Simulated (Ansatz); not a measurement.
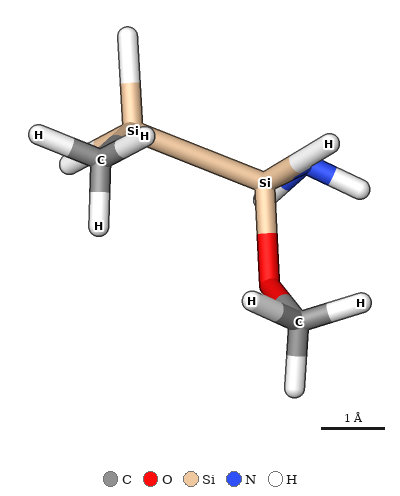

**Figure 1.** The starting structure (stick view, seen at a tilt).

**Run report: C$_{2}$H$_{11}$NOSi$_{2}$, geometry relaxation (part 1 of 2)**

C$_{2}$H$_{11}$NOSi$_{2}$, computed with RKS r2SCAN/STO-3G (Ansatz 0.2.0).

It belongs to a series of runs on one base structure; here: end point A relaxed.

## The input
```yaml
crystal:
  periodic: [false, false, false]
  atoms:
    - { symbol: C, position_ang: [0.4877, -2.324, -0.2163] }
    - { symbol: O, position_ang: [0.2429, -1.181, -1.1042] }
    - { symbol: Si, position_ang: [0.7882, 0.314, -0.6654] }
    - { symbol: "N", position_ang: [1.4533, 0.9695, -2.1231] }
    - { symbol: Si, position_ang: [-0.8226, 1.5782, 0.3709] }
    - { symbol: C, position_ang: [-1.4233, 0.6944, 1.8837] }
    - { symbol: H, position_ang: [1.5321, -2.4839, -0.0772] }
    - { symbol: H, position_ang: [0.0238, -3.1451, -0.6949] }
    - { symbol: H, position_ang: [-0.0469, -2.0959, 0.7799] }
    - { symbol: H, position_ang: [2.0069, 0.1346, 0.24] }
    - { symbol: H, position_ang: [0.6067, 0.924, -2.7719] }
    - { symbol: H, position_ang: [2.105, 0.3366, -2.4744] }
    - { symbol: H, position_ang: [-0.337, 2.9411, 0.7776] }
    - { symbol: H, position_ang: [-1.9899, 1.8282, -0.526] }
    - { symbol: H, position_ang: [-0.6106, 0.4787, 2.5973] }
    - { symbol: H, position_ang: [-1.8547, -0.2539, 1.6366] }
    - { symbol: H, position_ang: [-2.1804, 1.2841, 2.4075] }
basis:
  gaussian: { orbitals: STO-3G }
hamiltonian:
  xc: r2scan
relax:
  f_tol: 0.02
  max_steps: 50
```

Machine: 1 thread of Arm Neoverse V1, 24 GiB of memory available, shared host.

Launched with:
```bash
ansatz run input.yaml --threads 1 --pin off --max-ram 2048MiB --backend cpu --events-out ev --progress --plain --runs-dir out
```

## Output
```
The last accepted step is kept in [file] (removed where the run ends without a failure and the disk answers)
Engine: ansatz 0.2.0, aarch64-unknown-linux-gnu
Functional definition: r2SCAN
  parameter k0 = 0.174
  parameter k1 = 0.065
  parameter a1 = 4.9479
  exchange = r2scan_x(k0 = k0, k1 = k1, a1 = a1)
  correlation = r2scan_c
695 factors; integrals over basis functions are off by at most 1.1e-5 eV
mean field evaluation 1: about -21282.8164 eV, gradient 3.2e1 eV
mean field evaluation 2: about -21280.8740 eV, gradient 4.1e1 eV
mean field evaluation 4: about -21286.0042 eV, gradient 2.0e0 eV
mean field evaluation 8: about -21285.8945 eV, gradient 6.3e-2 eV
mean field -21285.89451791 eV, -782.2421954355 hartree, gradient 1.7e-5 eV, S^2 0.000000; 0 other end points of the search recorded, 0 dependent functions left out
the calculation of the forces begins
reference -21285.89452633 eV, -782.2421957451 hartree; 33, 33 occupied and 16, 16 virtual orbitals, 695 factors
relax step   1: F+E_penalty+E_count = -21285.89451791 eV  Δ(F+E_penalty+E_count) = +0.000e0 eV  max|allowed force component| = 4.008e0 eV/Å  Δτ_max = 0.0000 Å  (23 SCF iters, accepted)
these checks for a lower state are left out or cut short: starts, cluster_reference, orbital_swaps, neighbouring_geometries, increment
695 factors; integrals over basis functions are off by at most 1.2e-5 eV
mean field evaluation 16: about -21286.5312 eV, gradient 6.5e0 eV
mean field -21286.63218120 eV, -782.2693040618 hartree, gradient 2.5e-5 eV, S^2 0.000000; 0 other end points of the search recorded, 0 dependent functions left out
[... from here on the field's lines of each further geometry are left out, up to the last ...]
relax step   2: F+E_penalty+E_count = -21286.63218120 eV  Δ(F+E_penalty+E_count) = -7.377e-1 eV  max|allowed force component| = 1.684e0 eV/Å  Δτ_max = 0.1920 Å  (23 SCF iters, accepted)
relax step   3: F+E_penalty+E_count = -21286.70494984 eV  Δ(F+E_penalty+E_count) = -7.277e-2 eV  max|allowed force component| = 5.955e-1 eV/Å  Δτ_max = 0.1078 Å  (25 SCF iters, accepted)
relax step   4: F+E_penalty+E_count = -21286.73503015 eV  Δ(F+E_penalty+E_count) = -3.008e-2 eV  max|allowed force component| = 1.870e-1 eV/Å  Δτ_max = 0.0817 Å  (25 SCF iters, accepted)
relax step   5: F+E_penalty+E_count = -21286.74214367 eV  Δ(F+E_penalty+E_count) = -7.114e-3 eV  max|allowed force component| = 1.072e-1 eV/Å  Δτ_max = 0.0670 Å  (25 SCF iters, accepted)
relax step   6: F+E_penalty+E_count = -21286.74682696 eV  Δ(F+E_penalty+E_count) = -4.683e-3 eV  max|allowed force component| = 1.171e-1 eV/Å  Δτ_max = 0.1157 Å  (25 SCF iters, accepted)
relax step   7: F+E_penalty+E_count = -21286.74911572 eV  Δ(F+E_penalty+E_count) = -2.289e-3 eV  max|allowed force component| = 1.010e-1 eV/Å  Δτ_max = 0.0776 Å  (24 SCF iters, accepted)
relax step   8: F+E_penalty+E_count = -21286.75101644 eV  Δ(F+E_penalty+E_count) = -1.901e-3 eV  max|allowed force component| = 7.495e-2 eV/Å  Δτ_max = 0.0724 Å  (24 SCF iters, accepted)
relax step   9: F+E_penalty+E_count = -21286.75180917 eV  Δ(F+E_penalty+E_count) = -7.927e-4 eV  max|allowed force component| = 4.031e-2 eV/Å  Δτ_max = 0.0495 Å  (25 SCF iters, accepted)
relax step  10: F+E_penalty+E_count = -21286.75171600 eV  Δ(F+E_penalty+E_count) = +9.317e-5 eV  max|allowed force component| = 5.830e-2 eV/Å  Δτ_max = 0.0300 Å  (26 SCF iters, rejected (line search))
the calculation of the forces begins
reference -21286.75198664 eV, -782.2737068305 hartree; 33, 33 occupied and 16, 16 virtual orbitals, 695 factors
relax step  11: F+E_penalty+E_count = -21286.75197835 eV  Δ(F+E_penalty+E_count) = -1.692e-4 eV  max|allowed force component| = 9.924e-3 eV/Å  Δτ_max = 0.0146 Å  (25 SCF iters, accepted)
695 factors; integrals over basis functions are off by at most 2.8e-5 eV
mean field evaluation 96: about -21286.7520 eV, gradient 4.6e-2 eV
```

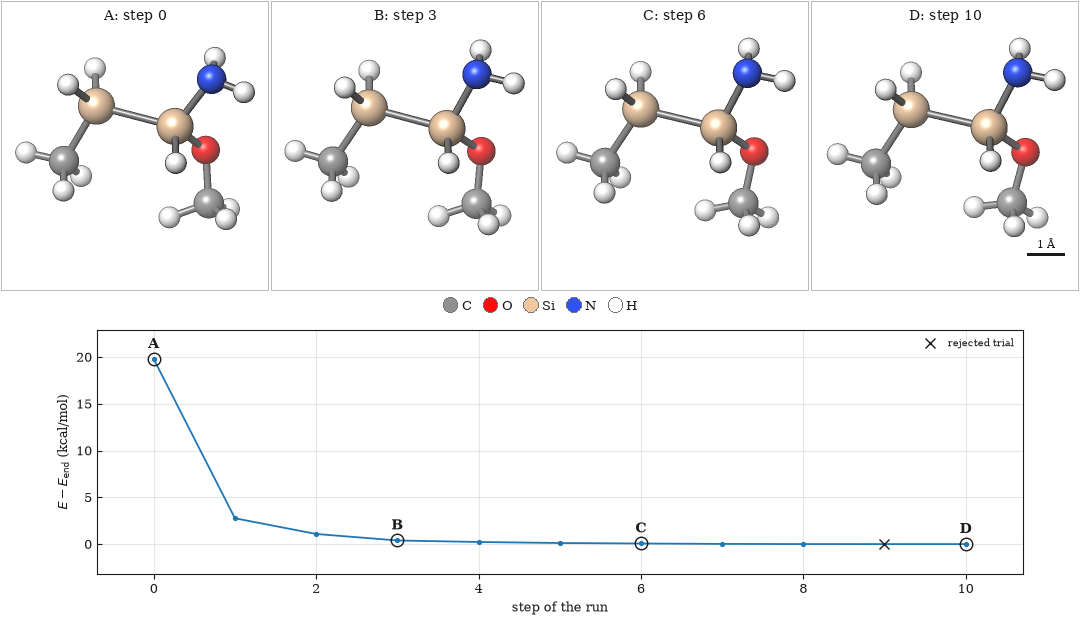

**Figure 2.** Frames of the relaxation (ball-and-stick view, seen at a tilt) above the curves, on which the letters mark them (the first geometry is step 0 here and step 1 in the log).

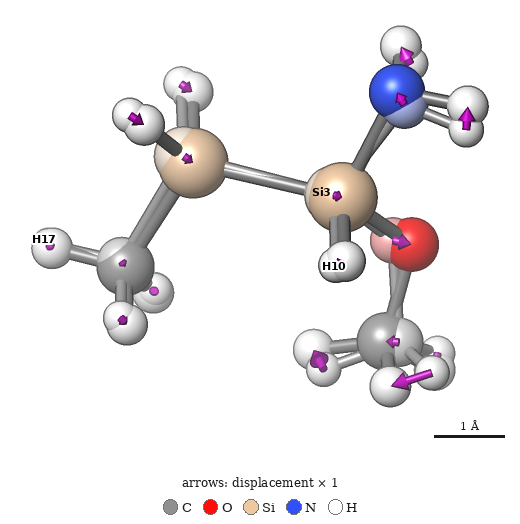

**Figure 3.** Start (faint) and end (solid) with the displacements as pink arrows, at true length (ball-and-stick view, seen at a tilt). The two geometries are laid on each other by the best rigid fit. H7 moves most after the best rigid fit: 0.63 Å. Largest moves by element: H 0.63 Å, O 0.28 Å, N 0.21 Å, C 0.20 Å, Si 0.16 Å. Among the contacts that change: O2–Si3 1.651 → 1.740 Å, N4–H12 0.974 → 1.052 Å, Si3–H10 1.529 → 1.457 Å, Si5–H13 1.503 → 1.449 Å. Among the angles that change: C1–O2–Si3 119.3° → 110.0°, N4–Si3–Si5 116.2° → 108.0°, Si3–N4–H11 101.0° → 108.9°. Over 10 geometry steps the energy falls by 19.8 kcal/mol. Largest force component: 4 eV/Å at the start, 0.0099 eV/Å at the end. The line search rejected the trial step at point 9 (counted from 0) and went back. (Atoms are counted from 1 in the order of the input.)

```
mean field -21286.75197835 eV, -782.2737065256 hartree, gradient 2.5e-5 eV, S^2 0.000000; 1 other end points of the search recorded, 0 dependent functions left out
the calculation of the forces begins
reference -21286.75198664 eV, -782.2737068305 hartree; 33, 33 occupied and 16, 16 virtual orbitals, 695 factors
Total energy: -21286.75198664 eV, -782.2737068305 hartree
Atom 0 at     0.358166    -2.235347    -0.100678 Å, force    -0.002220     0.003933    -0.009924 eV/Å
Atom 1 at     0.433669    -1.334475    -1.242777 Å, force    -0.001514     0.000973     0.008675 eV/Å
Atom 2 at     0.894714     0.257595    -0.714209 Å, force     0.007703     0.009218    -0.003628 eV/Å
Atom 3 at     1.373810     1.161428    -2.169375 Å, force     0.002042    -0.001835    -0.002293 eV/Å
Atom 4 at    -0.732407     1.443779     0.344821 Å, force    -0.009844    -0.006472     0.002850 eV/Å
Atom 5 at    -1.391216     0.602982     1.892597 Å, force    -0.000849     0.001240     0.000687 eV/Å
Atom 6 at     1.307640    -2.302730     0.478899 Å, force     0.001356    -0.000712     0.002393 eV/Å
Atom 7 at     0.133007    -3.248342    -0.488990 Å, force     0.000008    -0.000418     0.001180 eV/Å
Atom 8 at    -0.447211    -1.972982     0.623113 Å, force    -0.001560    -0.000796     0.002096 eV/Å
Atom 9 at     2.086030     0.124217     0.113352 Å, force    -0.001649    -0.001841     0.000816 eV/Å
Atom 10 at     0.552154     1.213014    -2.824102 Å, force     0.000279    -0.000810    -0.000175 eV/Å
Atom 11 at     2.064107     0.580221    -2.710717 Å, force    -0.000273     0.001621    -0.000208 eV/Å
Atom 12 at    -0.203359     2.737790     0.724210 Å, force     0.004946    -0.002489    -0.003632 eV/Å
Atom 13 at    -1.844104     1.683386    -0.552148 Å, force     0.000089    -0.000256    -0.000324 eV/Å
Atom 14 at    -0.584531     0.340305     2.586167 Å, force     0.000441    -0.000776     0.000812 eV/Å
Atom 15 at    -1.936975    -0.316347     1.652950 Å, force     0.000011     0.000154     0.000446 eV/Å
Atom 16 at    -2.082294     1.265104     2.426987 Å, force     0.001035    -0.000735     0.000228 eV/Å
Dipole moment:    -0.083552    -0.178959     0.095322 e Å
```

## Trajectory as extended XYZ (Å, eV, eV/Å), 11 frames, from step=1 to step=11
```
17
Properties=species:S:1:pos:R:3:forces:R:3 step=1 energy=-21285.89452
C     0.4877   -2.3240   -0.2163   -2.1774   3.9850   1.3227
O     0.2429   -1.1810   -1.1042   -0.8896  -2.3698  -1.0650
Si    0.7882    0.3140   -0.6654    2.2051   0.8306   3.4473
N     1.4533    0.9695   -2.1231   -4.0078   3.6406   0.3895
Si   -0.8226    1.5782    0.3709   -0.0508   1.6263  -1.0658
C    -1.4233    0.6944    1.8837    0.5123   0.3548   0.9126
H     1.5321   -2.4839   -0.0772    1.8273  -0.5596   0.6026
H     0.0238   -3.1451   -0.6949   -0.7910  -1.9846  -0.6915
H    -0.0469   -2.0959    0.7799    0.9796  -0.9641  -0.8975
H     2.0069    0.1346    0.2400   -1.2586   0.2112  -0.6597
H     0.6067    0.9240   -2.7719    1.1681   0.1778  -0.3080
H     2.1050    0.3366   -2.4744    2.7507  -2.8446  -1.8660
H    -0.3370    2.9411    0.7776   -0.2575  -1.1675  -0.3390
H    -1.9899    1.8282   -0.5260    0.7887  -0.2560   0.5967
H    -0.6106    0.4787    2.5973   -0.1647   0.2338  -0.1714
H    -1.8547   -0.2539    1.6366   -0.5818  -0.9138  -0.2929
H    -2.1804    1.2841    2.4075   -0.0527  -0.0001   0.0856
17
Properties=species:S:1:pos:R:3:forces:R:3 step=2 energy=-21286.63218
C     0.4450   -2.3233   -0.1731   -0.2158   0.7595   0.0344
O     0.2524   -1.2146   -1.1084   -0.5000  -1.6839  -0.2131
Si    0.8592    0.2747   -0.6134   -0.1023   1.2525   0.5045
N     1.3531    1.0916   -2.1120    0.2191   0.1934   0.1279
Si   -0.7734    1.5583    0.3306    0.1492  -0.0461  -0.0191
C    -1.4199    0.6939    1.8600   -0.0184   0.0820   0.3231
H     1.5144   -2.5097    0.0437    0.2276  -0.1771   0.0387
H     0.0113   -3.2171   -0.6490    0.0297  -0.2710  -0.0749
H    -0.0669   -2.1988    0.8152    0.0451   0.1087  -0.2322
H     2.0025    0.1125    0.2783    0.0515   0.0150  -0.1695
H     0.5471    1.0668   -2.7880    0.0701  -0.0614   0.0358
H     2.0807    0.4970   -2.5771    0.0591  -0.0547  -0.2265
H    -0.2460    2.8538    0.7157   -0.0551  -0.0366  -0.0204
H    -1.9030    1.7782   -0.5536    0.1409   0.0060  -0.0427
H    -0.6181    0.4986    2.5826   -0.0205  -0.0066  -0.0329
H    -1.8845   -0.2654    1.6168   -0.0412  -0.0763  -0.0457
H    -2.1728    1.3029    2.3718   -0.0389  -0.0034   0.0127
```
